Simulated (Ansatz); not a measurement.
Cl$_{3}$F$_{2}$Ta···NH$_{3}$

```json
{"atom": "Ta", "x (Å)": "-0.1502", "y (Å)": "0.1782", "z (Å)": "0.1024"}
{"atom": "F", "x (Å)": "1.7425", "y (Å)": "0.3234", "z (Å)": "0.2403"}
{"atom": "Cl", "x (Å)": "-0.2242", "y (Å)": "0.6520", "z (Å)": "2.3776"}
{"atom": "Cl", "x (Å)": "0.2094", "y (Å)": "-0.4617", "z (Å)": "-2.1013"}
{"atom": "F", "x (Å)": "-0.9671", "y (Å)": "1.7582", "z (Å)": "-0.3651"}
{"atom": "Cl", "x (Å)": "-1.7522", "y (Å)": "-1.4494", "z (Å)": "0.3453"}
{"atom": "N", "x (Å)": "1.5912", "y (Å)": "-2.4851", "z (Å)": "1.1492"}
{"atom": "H", "x (Å)": "1.0004", "y (Å)": "-2.9661", "z (Å)": "0.4817"}
{"atom": "H", "x (Å)": "1.1098", "y (Å)": "-2.2264", "z (Å)": "2.0028"}
{"atom": "H", "x (Å)": "2.1340", "y (Å)": "-1.7035", "z (Å)": "0.7459"}
```

Core potentials replace the inner electrons of Ta; not at a stationary point (largest force 1.0 eV/Å).

These are results of RKS PBE0-D4/def2-SVP in Ansatz, not measurements.

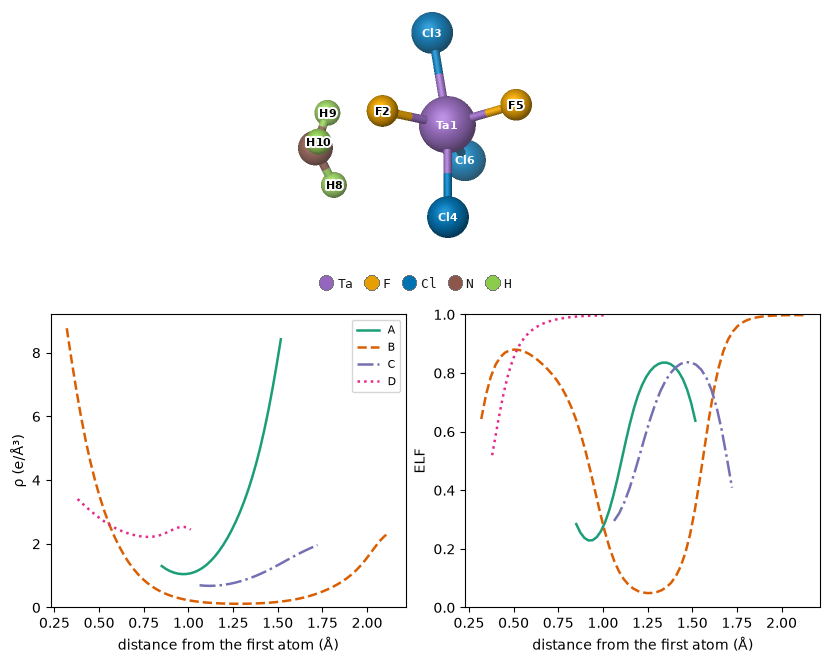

Figure 1. Electron density and ELF along straight lines between neighbouring atoms. The curves leave out the atomic cores. The structure is drawn too.

Q: Which curve belongs to which contact (F–H, N–H, Ta–Cl and Ta–F)? The first atom named is at distance zero.

A: Curve A: Ta–F (1.84 Å): ρ is about 1.1 e/Å³ halfway; the ELF peaks at about 0.85 in the valence shell of F, 0.5 Å from its nucleus, and drops to about 0.25 between the two atoms. Curve B: F2···H10 (2.13 Å): the density falls to about 0.12 e/Å³ on the way; the ELF dips to about 0.05 between them; by its geometry a hydrogen bond between the two molecules, with no shared pair. Curve C: Ta–Cl (2.30 Å): ρ at the midpoint is about 0.68 e/Å³; the ELF peaks at about 0.85 in the valence shell of Cl, 0.8 Å from its nucleus, and is about 0.40 at the midpoint. Curve D: N–H (1.01 Å): ρ at the midpoint is about 2.8 e/Å³; the ELF climbs to about 1 towards the hydrogen, as it does in any bond to H: a covalent bond by its length.

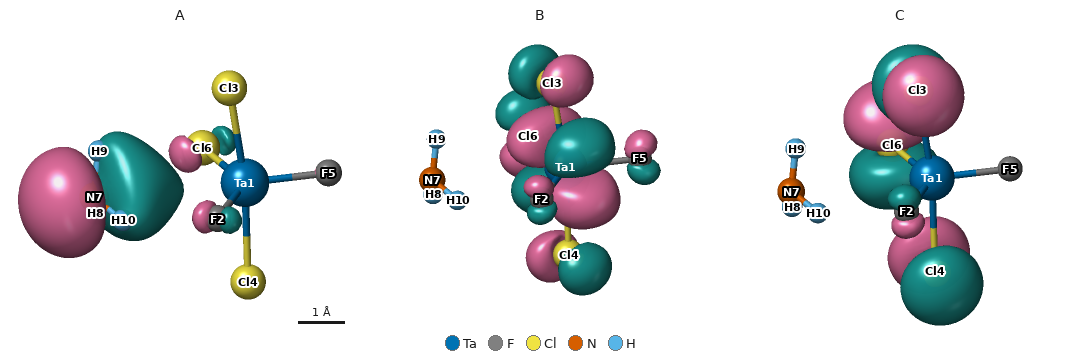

Figure 2. Three frontier orbitals at ±0.1 Å⁻³ᐟ² (teal and pink are the two phases), in no order.

Q: Order the three orbitals by energy and name them.

A: C is the HOMO−1 (−9.40 eV). It lies mainly on Cl6 (about 40 %), Cl4 (about 25 %) and Cl3 (about 25 %); largely a combination of lone pairs on Cl6, Cl4 and Cl3. A is the HOMO (−7.84 eV). By Hirshfeld shares it lies mainly on N7 (about 75 %); largely a lone pair of N7. B is the LUMO (−3.80 eV). By Hirshfeld shares it lies mainly on Ta1 (about 65 %), Cl4 (about 10 %), Cl3 (about 10 %) and Cl6 (about 10 %).

Q: What is the HOMO–LUMO gap?

A: 4.04 eV between the orbital energies.
